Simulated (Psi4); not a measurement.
# wB97X/def2-SVPD run of CH3BN− (SMILES [BH3-]C#N)

Aim: the vertical ionisation energy of CH3BN− at wB97X/def2-SVPD, from 2 runs. 

The results are computed with Psi4 1.11.

9 further runs of the same task are left out: 8 that didn't finish, 1 set aside as unsound or not needed.

### Step 1. The system as given

CH3BN−: 6 atoms, total charge -1, spin state singlet. SMILES: `[BH3-]C#N`. The coordinates come from a GFN2-xTB relaxation.

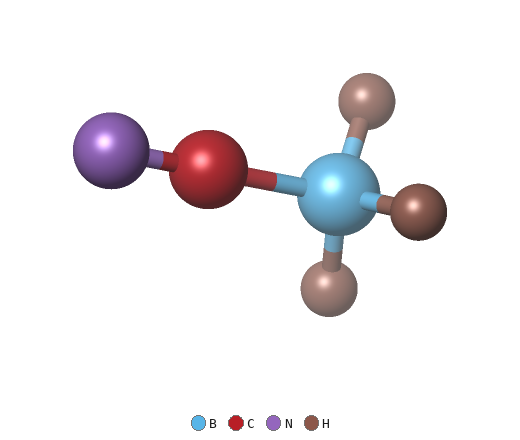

The structure, seen from a chosen angle (boron blue, carbon red, nitrogen purple, hydrogen brown).

### Step 2. A single-point energy at wB97X/def2-SVPD

Input file calc.py:

```python
import psi4

psi4.set_memory('1600 MB')
psi4.set_num_threads(1)
psi4.core.set_output_file('run.log', False)

m = psi4.geometry("""
-1 1
B     -0.274220     0.361640    -0.245060
C      0.552190    -0.729680     0.493070
N      1.168130    -1.542260     1.043470
H     -1.344600    -0.122440    -0.588070
H      0.356920     0.734400    -1.225380
H     -0.458410     1.298330     0.521960
symmetry c1
no_reorient
no_com
""")

psi4.set_options({
    'basis': 'def2-SVPD',
    'reference': 'rks',
    'puream': True,
    'e_convergence': 1e-09,
    'd_convergence': 1e-08,
    'scf_type': 'pk',
    'dft_radial_points': 99,
    'dft_spherical_points': 590,
})

energy_value, wavefunction = psi4.energy('wb97x', molecule=m, return_wfn=True)
psi4.oeprop(wavefunction, 'DIPOLE', 'QUADRUPOLE', 'MULLIKEN_CHARGES')
print('E =', round(energy_value, 9))
```

Command:

```
$ python calc.py
```

run.log:

```text
[...]
  Running in c1 symmetry.
[...]
  Nuclear repulsion =   51.043412472214783
[...]
  Multiplicity = 1
[...]
  Nalpha       = 11
  Nbeta        = 11
[...]
    Number of basis functions: 84
[...]
   @RKS iter   1:  -119.30014207250990   -9.72602e-01   5.51531e-03 ADIIS/DIIS
[...]
   @RKS iter  10:  -119.43846984115577   -1.28608e-11   4.81021e-09 DIIS
[...]
    Orbital Energies [Eh]
    ---------------------
    Doubly Occupied:
       1A    -14.190303     2A    -10.086833     3A     -6.593792
       4A     -0.810231     5A     -0.488471     6A     -0.310975
       7A     -0.272943     8A     -0.272910     9A     -0.255351
      10A     -0.192042    11A     -0.191942
[...]
  @RKS Final Energy:  -119.43846984115577
   => Energetics <=
    Nuclear Repulsion Energy =             51.0434124722147828
    One-Electron Energy =                -265.6483165845079952
    Two-Electron Energy =                 107.2359404530291300
    DFT Exchange-Correlation Energy =     -12.0695061818916880
    Empirical Dispersion Energy =           0.0000000000000000
    VV10 Nonlocal Energy =                  0.0000000000000000
    Total Energy =                       -119.4384698411557650
[...]
 Multipole Moments:
 ------------------------------------------------------------------------------------
     Multipole            Electronic (a.u.)      Nuclear  (a.u.)        Total (a.u.)
 ------------------------------------------------------------------------------------
 L = 1.  Multiply by 2.5417464519 to convert [e a0] to [Debye]
 Dipole X            :        -16.9636115           16.3893301           -0.5742814
 Dipole Y            :         22.4052022          -21.6475876            0.7576147
 Dipole Z            :        -15.1508887           14.6376674           -0.5132213
 Magnitude           :                                                    1.0803588
 L = 2.  Multiply by 1.3450342976 to convert [e a0^2] to [Debye ang]
 Quadrupole XX       :        -70.8189451           49.6472304          -21.1717147
 Quadrupole XY       :         60.1220133          -56.0396862            4.0823271
[...]
  Mulliken Charges: (a.u.)
   Center  Symbol    Alpha    Beta     Spin     Total
       1     B     3.37970  3.37970  0.00000 -1.75940
       2     C     2.98359  2.98359  0.00000  0.03283
       3     N     3.62521  3.62521  0.00000 -0.25042
       4     H     0.33707  0.33707  0.00000  0.32586
       5     H     0.33715  0.33715  0.00000  0.32571
       6     H     0.33729  0.33729  0.00000  0.32542
   Total alpha = 11.00000, Total beta = 11.00000, Total charge = -1.00000
```

The script printed:

```text
E = -119.438469841
```

It took 32 s on 1 thread of Intel Xeon at 2.50GHz (Skylake/Cascade Lake), shared host; peak memory 0.75 GiB.

### Step 3. Doublet neutral CH3BN: energy and gradient at U-wB97X/def2-SVPD

Input file calc.in:

```
memory 1.6 GB

molecule geom {
  0 2
  B     -0.274220     0.361640    -0.245060
  C      0.552190    -0.729680     0.493070
  N      1.168130    -1.542260     1.043470
  H     -1.344600    -0.122440    -0.588070
  H      0.356920     0.734400    -1.225380
  H     -0.458410     1.298330     0.521960
  symmetry c1
  no_reorient
  no_com
}

set {
  basis def2-SVPD
  reference uks
  puream true
  e_convergence 1e-09
  d_convergence 1e-08
  scf_type pk
  dft_radial_points 99
  dft_spherical_points 590
  maxiter 200
}

energy_value, wavefunction = gradient('wb97x', return_wfn=True)
oeprop(wavefunction, 'QUADRUPOLE', 'WIBERG_LOWDIN_INDICES', 'DIPOLE', title='WB97X')
print_variables()
```

Command:

```
$ psi4 -i calc.in -o calc.out -n 1
```

calc.out, cut to the lines that bear on the results:

```text
[...]
  Running in c1 symmetry.
[...]
  Nuclear repulsion =   51.043412472214783
[...]
  Multiplicity = 2
[...]
  Nalpha       = 11
  Nbeta        = 10
[...]
    Number of basis functions: 84
[...]
   @UKS iter   1:  -119.18045303873259   -8.52913e-01   3.69754e-03 DIIS/ADIIS
[...]
   @UKS iter  30:  -119.24231164474490    1.66267e-12   4.02680e-09 DIIS
[...]
   @S^2 Observed:                7.730850150E-01
[...]
  @UKS Final Energy:  -119.24231164474490
   => Energetics <=
    Nuclear Repulsion Energy =             51.0434124722147828
    One-Electron Energy =                -260.1485060655552957
    Two-Electron Energy =                 101.7877412655411433
    DFT Exchange-Correlation Energy =     -11.9249593169455341
    Empirical Dispersion Energy =           0.0000000000000000
    VV10 Nonlocal Energy =                  0.0000000000000000
    Total Energy =                       -119.2423116447449019
[...]
  -Total Gradient:
     Atom            X                  Y                   Z
    ------   -----------------  -----------------  -----------------
       1       -0.019409625903     0.059671624574     0.024868207546
       2        0.032276997461    -0.043515507156     0.027858734241
       3       -0.022963990650     0.029948642326    -0.020981059360
       4        0.011117312370    -0.006657751920    -0.016808139157
       5       -0.009397647716    -0.017369298157    -0.009118519599
       6        0.008386020616    -0.022087767327    -0.005809009459
[...]
 Multipole Moments:
 ------------------------------------------------------------------------------------
     Multipole            Electronic (a.u.)      Nuclear  (a.u.)        Total (a.u.)
 ------------------------------------------------------------------------------------
 L = 1.  Multiply by 2.5417464519 to convert [e a0] to [Debye]
 Dipole X            :        -16.8101908           16.3893301           -0.4208607
 Dipole Y            :         22.3441203          -21.6475876            0.6965328
 Dipole Z            :        -14.8418262           14.6376674           -0.2041588
 Magnitude           :                                                    0.8390247
 L = 2.  Multiply by 1.3450342976 to convert [e a0^2] to [Debye ang]
 Quadrupole XX       :        -65.4519010           49.6472304          -15.8046706
 Quadrupole XY       :         57.4160580          -56.0396862            1.3763718
[...]
```

Wall time 2.1 min (1 thread of Intel Xeon at 2.50GHz (Skylake/Cascade Lake), shared host); peak memory 0.76 GiB.

### Step 4. What came out

Level: wB97X/def2-SVPD.

```
                                                             quantity          value
                                         singlet CH3BN−: total energy  -119.43847 Eh
                                          singlet CH3BN−: HOMO energy       -5.22 eV
                                          singlet CH3BN−: LUMO energy        5.96 eV
singlet CH3BN−: HOMO–LUMO gap (to an unbound level, set by the basis)       11.18 eV
                                  doublet neutral CH3BN: total energy  -119.24231 Eh
                                 doublet neutral CH3BN: dipole moment         2.13 D
            doublet neutral CH3BN: HOMO energy (highest over α and β)      -11.75 eV
             doublet neutral CH3BN: LUMO energy (lowest over α and β)       -5.47 eV
                                          doublet neutral CH3BN: ⟨S²⟩          0.773
                      doublet neutral CH3BN: largest force on an atom     3.471 eV/Å
                  vertical detachment energy (to the doublet neutral)       5.338 eV
```

In words: Removing an electron at fixed nuclei costs 5.34 eV (123 kcal/mol). −ε(HOMO) before ionisation, 5.22 eV, is 0.11 eV below this ionisation energy. Mulliken charges (singlet CH3BN−) run from -1.76 on B1 to +0.33 on H4; in a basis this large or diffuse they mean little.
